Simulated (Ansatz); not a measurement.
# AlFH3NSi: rigid scan of one bond length, by script

How does the energy of AlFH3NSi change as one bond is stretched? Aim: a rigid scan of one bond length, for AlFH3NSi, run from a script. SMILES: [F][Al]1[NH][SiH2]1.

Program: the Python package of Ansatz 0.2.0. Level of theory: r2SCAN0/def2-SVP. These are calculated values, not measurements.

## (1) The structure

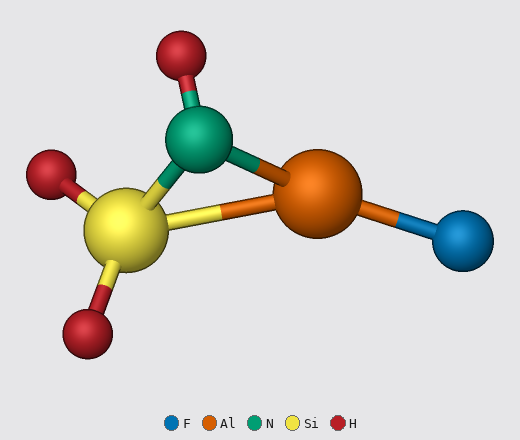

The starting structure, viewed from a chosen angle; fluorine blue, aluminium orange, nitrogen teal, silicon yellow, hydrogen red.

No structure file is read: the coordinates are typed or built in the script.

## (2) Script

scan.py

```python
"""Stretching a bond of AlFH3NSi, the rest held rigid."""

import ansatz as az
import matplotlib.pyplot as plt
import numpy as np


def main() -> None:
    geometry = (
        az.Crystal.molecule()
        .atom("F", (-0.5458, -2.7049, 1.5436))
        .atom("Al", (-0.0456, -1.284, 0.5126))
        .atom("N", (1.0132, 0.2806, 0.2712))
        .atom("Si", (-0.4633, 0.7987, -0.413))
        .atom("H", (1.6866, 0.0667, -0.5332))
        .atom("H", (-1.1601, 1.8301, 0.4386))
        .atom("H", (-0.4238, 0.9448, -1.8655))
    )

    symbols = [site.symbol for site in geometry.cartesian_sites]
    start = np.array([site.position_ang for site in geometry.cartesian_sites])
    axis = (start[0] - start[1]) / np.linalg.norm(start[0] - start[1])
    moving = [0]
    lengths, energies = [1.55, 1.68, 1.83, 2.01, 2.28, 2.74, 3.29, 4.02], []
    for length in lengths:
        xyz = start.copy()
        xyz[moving] += (length - np.linalg.norm(start[0] - start[1])) * axis
        point = az.Crystal.molecule()
        for symbol, place in zip(symbols, xyz):
            point = point.atom(symbol, place.tolist())
        job = (
            point.calculation()
            .basis(gaussian="def2-SVP")
            .functional("r2scan0")
        )
        r = job.run(threads=1, backend="cpu").report
        energies.append(r["free_energy_ev"])
        print(f"r = {length:6.3f} A  E = {energies[-1]:.5f} eV  <S^2> = {abs(r['mean_field']['state']['spin_squared']):.3f}")

    print("energy above the lowest point (eV):", [round(e - min(energies), 3) for e in energies])
    plt.figure(figsize=(4.5, 3))
    plt.plot(lengths, np.array(energies) - min(energies), "o-")
    plt.xlabel("bond length (A)")
    plt.ylabel("E - E(min) (eV)")
    plt.tight_layout()
    plt.savefig("scan.png", dpi=100)


if __name__ == "__main__":
    main()
```

## (3) The calls as engine input

The package turns the script's settings into the engine's input (first run):

```yaml
crystal:
  periodic: [false, false, false]
  atoms:
    - { symbol: F, position_ang: [-0.4703322213604134, -2.4905214180947852, 1.3880476613806205] }
    - { symbol: Al, position_ang: [-0.0456, -1.284, 0.5126] }
    - { symbol: "N", position_ang: [1.0132, 0.2806, 0.2712] }
    - { symbol: Si, position_ang: [-0.4633, 0.7987, -0.413] }
    - { symbol: H, position_ang: [1.6866, 0.0667, -0.5332] }
    - { symbol: H, position_ang: [-1.1601, 1.8301, 0.4386] }
    - { symbol: H, position_ang: [-0.4238, 0.9448, -1.8655] }
basis:
  gaussian:
    orbitals: def2-SVP
hamiltonian:
  xc: r2scan0
```

## (4) Launch

Run with:

```bash
> python scan.py
```

What it wrote:

```text
r =  1.550 A  E = -18718.46092 eV  <S^2> = 0.000
r =  1.680 A  E = -18718.64436 eV  <S^2> = 0.000
r =  1.830 A  E = -18718.27818 eV  <S^2> = 0.000
r =  2.010 A  E = -18717.50048 eV  <S^2> = 0.000
r =  2.280 A  E = -18716.21807 eV  <S^2> = 0.000
r =  2.740 A  E = -18714.45802 eV  <S^2> = 0.000
r =  3.290 A  E = -18713.18196 eV  <S^2> = 0.000
r =  4.020 A  E = -18712.31714 eV  <S^2> = 0.000
energy above the lowest point (eV): [0.183, 0.0, 0.366, 1.144, 2.426, 4.186, 5.462, 6.327]
```

It took 69 s on 1 thread of Arm Neoverse N1, shared host; peak memory 0.27 GiB.

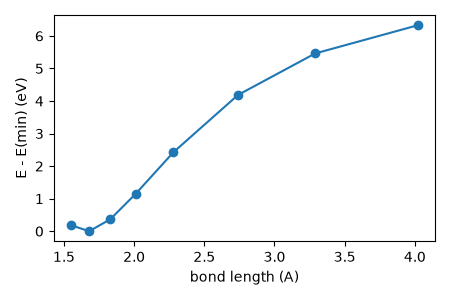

The script's own figure, scan.png.

## (5) What changed from run to run

The engine's inputs for some of the other runs:

Run 3, against run 1:

```diff
@@ -4 +4 @@
-    - { symbol: F, position_ang: [-0.4703322213604134, -2.4905214180947852, 1.3880476613806205] }
+    - { symbol: F, position_ang: [-0.5470580419932624, -2.708473674266746, 1.5461930453719583] }
```

Run 5, against run 1:

```diff
@@ -4 +4 @@
-    - { symbol: F, position_ang: [-0.4703322213604134, -2.4905214180947852, 1.3880476613806205] }
+    - { symbol: F, position_ang: [-0.6703673965817694, -3.0587540859716835, 1.8003552696437513] }
```

Run 7, against run 1:

```diff
@@ -4 +4 @@
-    - { symbol: F, position_ang: [-0.4703322213604134, -2.4905214180947852, 1.3880476613806205] }
+    - { symbol: F, position_ang: [-0.9471283924359744, -3.8449390100205436, 2.3708082618982202] }
```

## (6) Run by run

The 8 runs, in the order started:

| run | distance (Å) | energy from run 2 (eV) | SCF cycles | CPU time (s) |
| --- | --- | --- | --- | --- |
| 1 | 1.55 | 0.1834 | 20 | 8.1 |
| 2 | 1.68 | 0.0000 | 20 | 7.9 |
| 3 | 1.83 | 0.3662 | 20 | 7.9 |
| 4 | 2.01 | 1.1439 | 19 | 7.4 |
| 5 | 2.28 | 2.4263 | 19 | 7.3 |
| 6 | 2.74 | 4.1863 | 21 | 7.4 |
| 7 | 3.29 | 5.4624 | 17 | 8.9 |
| 8 | 4.02 | 6.3272 | 34 | 12 |

## (7) Summary of results

| quantity | value |
| --- | --- |
| runs compared | 8 |
| range of energy | 6.327 eV |
| lowest point, distance (Å) | 1.68 |

In words: The curve has its lowest point inside the range, at 1.68. The ends stand 0.183 and 6.33 eV above it. The distance scanned is the script's pair 1, 0. The rest of the molecule is held rigid at a force-field or estimated start geometry, and the basis set is modest; single-reference methods fail as a bond breaks. The orbitals are restricted, so S² is zero by construction. Toward dissociation an unrestricted state lies under the restricted one, by 1 to 2 eV or more.
